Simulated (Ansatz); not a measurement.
System: Cl$_{3}$H$_{3}$InN (SMILES [NH3+][In-]([Cl])([Cl])[Cl]).

```xyz
8

Cl    2.4599   -1.2757    0.0724
Cl   -0.3784   -0.5194   -2.6893
Cl    1.1059    2.4864   -0.4486
In    0.8352    0.1792   -0.8024
N    -0.7934   -0.1891    0.7703
H    -1.0270    0.6814    1.2504
H    -0.4715   -0.8665    1.4634
H    -1.6386   -0.5534    0.3279
```

Geometry: PBE0-D4/def2-SVP; core potentials replace the inner electrons of In.

Method: isolated molecule in a Gaussian basis; Kohn-Sham density functional theory, functional PBE0 in Ansatz 0.2.0.

### What can the converged electron density and electron localisation function tell about the bonding?

In–N (2.29 Å): ρ is about 0.43 e/Å³ halfway; the ELF peaks at about 0.95 in the valence shell of N, 0.7 Å from its nucleus, and drops to about 0.15 between the two atoms.
In–Cl (2.35 Å): ρ at the midpoint is about 0.57 e/Å³; the ELF peaks at about 0.80 in the valence shell of Cl, 0.8 Å from its nucleus, and drops to about 0.15 between the two atoms.
N–H (1.02 Å): the density is about 2.9 e/Å³ at the midpoint; the ELF climbs to about 1 towards the hydrogen, as it does in any bond to H: an ordinary covalent bond to hydrogen.

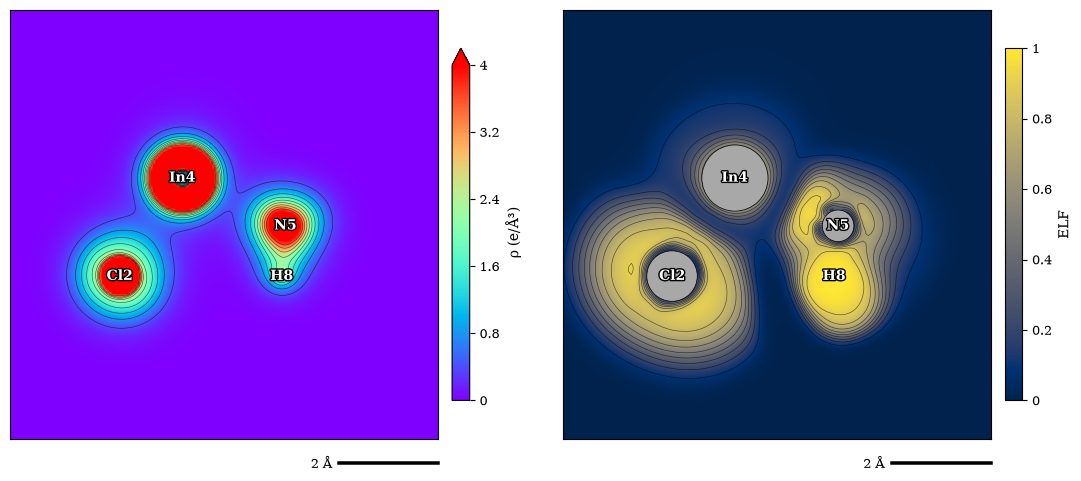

Computed electron density and electron localisation function on the plane of atoms Cl2, In4 and N5, in this order. Grey discs cover the atomic cores in the ELF map. 
